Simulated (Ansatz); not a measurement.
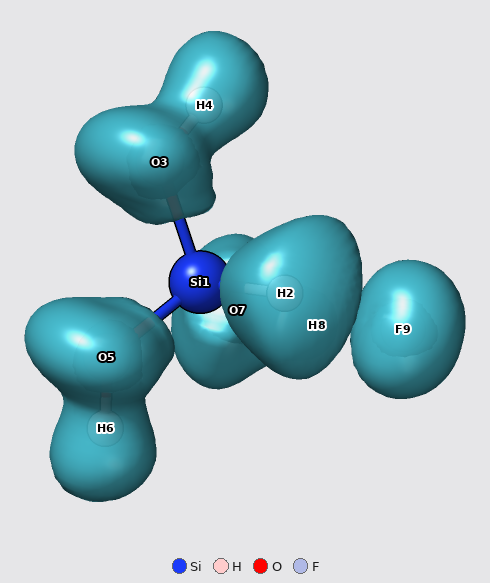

Figure. H4O3Si···F (doublet). Isosurface of the electron localisation function at 0.75 (cyan), seen at a tilt. Only the valence region is drawn (cores and ρ < 0.01 e/Å³ removed).

Not at a stationary point (largest force 1.5 eV/Å).

Level of theory: UKS LDA/def2-SVP in Ansatz 0.2.0.

```yaml
atoms:
  - { symbol: Si, position_ang: [-0.0341, -0.0058, -0.0784] }
  - { symbol: H, position_ang: [0.3307, 0.5773, 1.2552] }
  - { symbol: O, position_ang: [1.4462, -0.1025, -0.7923] }
  - { symbol: H, position_ang: [2.0134, -0.8461, -0.5134] }
  - { symbol: O, position_ang: [-0.7581, 1.2768, -0.8125] }
  - { symbol: H, position_ang: [-1.7327, 1.2850, -0.7511] }
  - { symbol: O, position_ang: [-0.9157, -1.3578, 0.0102] }
  - { symbol: H, position_ang: [-0.9342, -1.4866, 1.0358] }
  - { symbol: F, position_ang: [-0.5084, -0.9887, 2.3634] }
```

> Where are the electrons localised?

At this value the surface marks out one region around a hydrogen nucleus, one region wrapped around F (its valence shell) and three joined regions spread over several atoms (H, O), in which their bonds and any lone pairs are merged. Along the contacts the grid gives the following. F9···H8 (1.48 Å): the ELF dips to about 0.30 between them: by its geometry a hydrogen bond between the two molecules, with no shared pair. Si–O (1.62 Å): the ELF peaks at about 0.85 between the atoms (a polar covalent bond).
